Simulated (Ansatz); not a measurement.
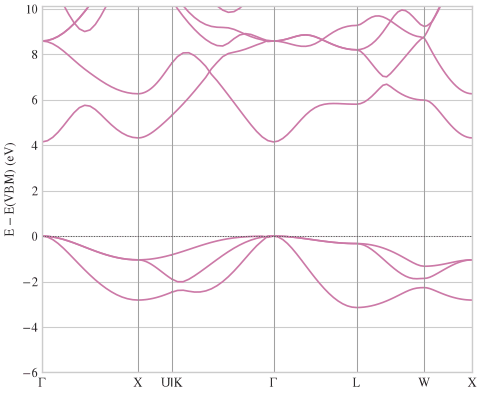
*Band structure from r²SCAN in the plane-wave PAW code Ansatz*

Q: Read off the gap and where the band edges lie.

A: About 4.1 eV (4.14 eV by a search for the band edges); maximum at Γ, minimum at Γ.

Q: Which of these materials gives this?
A) NaCl, rock salt
B) MgS, zinc blende
C) MgO, rock salt

A: B, MgS, zinc blende

Space group F-43m (zinc blende). A made-up cell: these elements were put on the sites of a structure type; the Crystallography Open Database copy checked does not list it. COD files the formula under space group No. 225, so this cell is another polymorph or a model. Its standing as an ambient phase is unchecked. The cell was relaxed with r²SCAN under the symmetry of its start; whether a distortion lowers the energy is not shown.

Potentials: the later of the program's two PAW sets.
